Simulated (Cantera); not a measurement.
Feed: 1 mol Pb, 0.15 mol N2, equilibrated at 270 Pa.

Cantera equilibrium calculation (NASA polynomials, part measured and part estimated; ideal gas, pure solids and liquids). Candidate condensed phases: Pb; 4 gas species. The numbers say what is thermodynamically allowed, not how fast it happens.

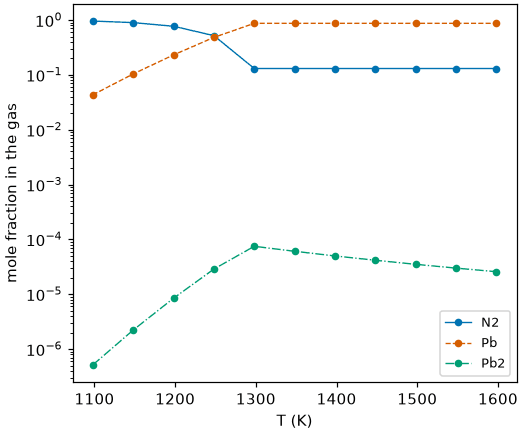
Figure: Equilibrium gas composition (values under 1e-9 drawn at 1e-9)

From 1098 K to 1248 K the condensed part is Pb(l). From 1298 K to 1598 K nothing is condensed. The main Pb-bearing gas is Pb throughout.
